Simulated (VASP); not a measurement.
```xyz
1
Lattice="0.0000 1.7841 1.7841 1.7841 0.0000 1.7841 1.7841 1.7841 0.0000" Properties=species:S:1:pos:R:3 pbc="T T T"
Cu     0.0000     0.0000     0.0000
```

These are PBE GGA with D3 dispersion (Becke-Johnson damping), VASP's PBE PAW potentials (set 64) (plane waves; VASP) values and carry that method's errors. Numerical set-up: 520 eV cut-off, 20×20×20 Γ-centred mesh, tetrahedra with Blöchl corrections, potentials Cu.

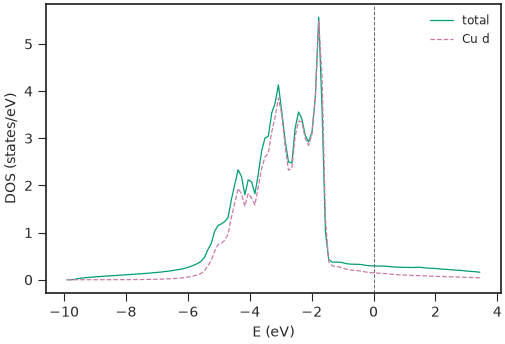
Total and projected density of states, zero at the Fermi level

Within 2 eV below the Fermi level the largest weight inside VASP's projection spheres is Cu d.

It has no gap at this level: it comes out as a metal or semimetal.

The compound is Cu in the fcc structure. It was relaxed first.
